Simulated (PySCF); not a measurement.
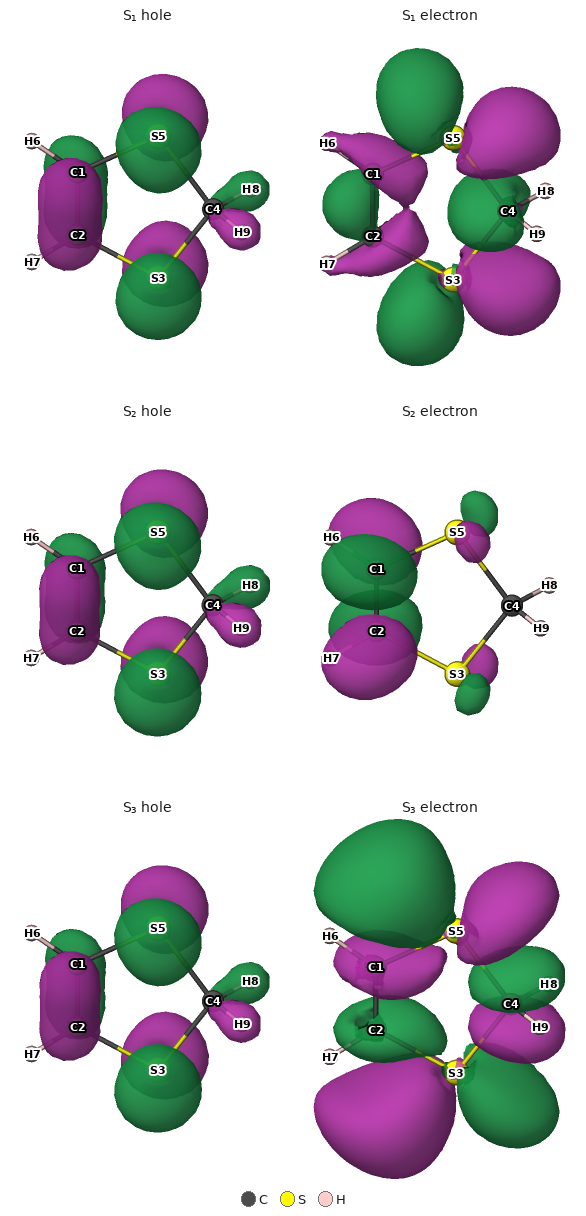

Figure 1: C3H4S2, SMILES `C1=CSCS1`. Leading natural transition orbitals (TDA singlet states).

Computed with PySCF, BHandHLYP/6-311G**, geometry: GFN2-xTB. No frequency check shows the geometry to be a minimum. GFN2-xTB bond lengths at metals and heavier atoms can be off by up to 0.1 Å and shapes distorted, which carries into these values. Without diffuse functions Rydberg states are missing, so the states' numbers hold for this basis only.

Cartesian coordinates (Å):

```
C1       0.6630    1.2806    0.0003
C2      -0.6628    1.2806    0.0001
S3      -1.5060   -0.2528   -0.0003
C4      -0.0002   -1.2920    0.0013
S5       1.5060   -0.2530   -0.0003
H6       1.2858    2.1552    0.0009
H7      -1.2856    2.1553    0.0000
H8      -0.0002   -1.9161   -0.8937
H9       0.0001   -1.9167    0.8920
```

Describe these excited states.

Answer. By state:
- S₁: 4.07 eV (304 nm), f = 0.000 (very weak), partly diffuse acceptor orbital, which a basis without diffuse functions describes poorly; the leading pair carries 98 %; hole on S3 and S5 (31 % each) and C1 and C2 (13 % each), electron on S3 and S5 (32 % each), C4 (15 %) and C1 and C2 (6 % each) (atom shares of so diffuse an orbital are rough); their centroids lie 0.4 Å apart.
- S₂: 5.56 eV (223 nm), f = 0.186 (bright); the leading pair carries 94 %; hole on S3 and S5 (32 % each), C1 and C2 (12 % each) and C4 (6 %), electron on C1 and C2 (31 % each) and S3 and S5 (13 % each); their centroids lie 0.9 Å apart; S₃ lies within 0.1 eV of it.
- S₃: 5.62 eV (221 nm), f = 0.000 (very weak), partly diffuse acceptor orbital, which a basis without diffuse functions describes poorly; the leading pair carries 69 %; hole on S3 and S5 (35 % each) and C1 and C2 (10 % each), electron on S3 and S5 (31 % each), C4 (15 %) and C1 and C2 (6 % each) (atom shares of so diffuse an orbital are rough) (shares are of the whole state, not of the leading pair alone); their centroids lie 0.1 Å apart; S₂ lies within 0.1 eV of it.
